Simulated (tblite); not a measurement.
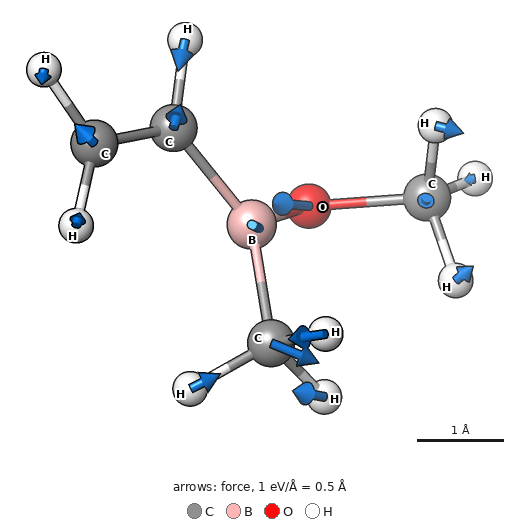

Starting geometry of C4H9BO with the computed forces as blue arrows. A ball-and-stick model, seen at a tilt.

Level of theory: tblite, GFN2-xTB geometry optimisation, gas phase. 

What follows when this structure is relaxed?

Answer. It isn't relaxed: the largest force vector, on the O atom, is 1.80 eV/Å. The final displacements have little in common with the starting forces (cosine between the two patterns 0.24). The energy falls by 23.1 kcal/mol in 97 geometry steps. An H atom moves most after the best rigid fit: 1.05 Å. Largest moves by element: H 1.05 Å, O 1.02 Å, B 0.35 Å, C 0.27 Å. Among the contacts that change: B–O 1.469 → 1.339 Å, C–H 1.125 → 1.090 Å, B–C 1.540 → 1.571 Å, B–C 1.586 → 1.597 Å. Among the angles between lasting bonds that change: B–O–C 106.4° → 126.9°, B–C–H 105.6° → 111.2°, H–C–H 114.5° → 109.1°. Groups turn about B–O by about 70°, C–O by about 60°, B–C by about 50°.
